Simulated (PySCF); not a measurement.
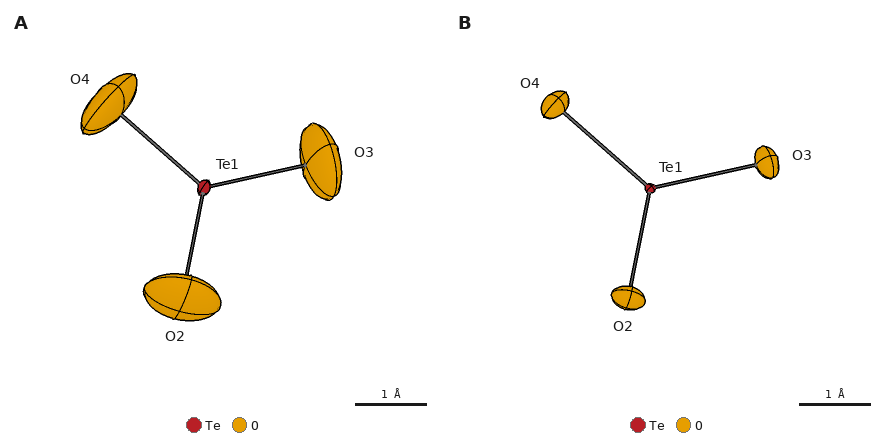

Displacement ellipsoids at the 50 % level, scaled by 3, from the internal vibrations of the free molecule (harmonic, no overall translation or rotation; no half-axis is drawn under 0.075 Å). Vibrations computed with RKS-based BP86, Te def2-TZVP with ECP28, O def2-TZVP; scalar-relativistic core potentials; density fitting (PySCF 2.14.0). One panel is for 100 K, the other for 900 K.

### Which panel is for 900 K?

A.

### How much does the mean-square displacement of Te1 grow, and why?

U_eq goes from 0.00016 to 0.00090 Å², a factor of 5.7. Modes below kT (626 cm⁻¹ at 900 K) grow about in proportion to T, and the lowest lies at 151 cm⁻¹; the mean-square amplitude of a mode is its zero-point value times coth(ħω/2kT), which comes close to 1 only above about 3kT.
